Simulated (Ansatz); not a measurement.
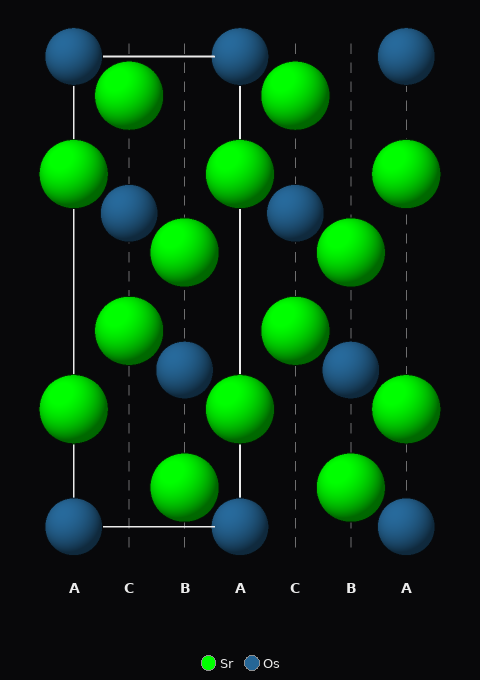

Projection along an edge of the hexagonal mesh, stacking direction [111] upwards. The dashed lines mark the three columns A (0, 0), B (1/3, 2/3) and C (2/3, 1/3). The box is the hexagonal cell of the face-centred cubic lattice. The sequence starts with the first layer at or above the cell's origin.

The compound is Sr₂Os (space group Fm-3m, No. 225), taken as the end point of a relaxation with Ansatz, DFT PBE, scalar-relativistic, plane waves, PAW; the starting structure was generated, so it need not be a known form of this composition.

**List the layers of one repeat.**

Os(A) – Sr(B) – Sr(A) – Os(B) – Sr(C) – Sr(B) – Os(C) – Sr(A) – Sr(C) (nine layers in 12.54 Å).

Heights of the layers:

| layer | atoms (column) | height (Å) | to next (Å) |
| --- | --- | --- | --- |
| 1 | Os(A) | 0.00 | 1.04 |
| 2 | Sr(B) | 1.04 | 2.09 |
| 3 | Sr(A) | 3.14 | 1.04 |
| 4 | Os(B) | 4.18 | 1.05 |
| 5 | Sr(C) | 5.23 | 2.09 |
| 6 | Sr(B) | 7.31 | 1.05 |
| 7 | Os(C) | 8.36 | 1.04 |
| 8 | Sr(A) | 9.41 | 2.09 |
| 9 | Sr(C) | 11.50 | 1.04 |
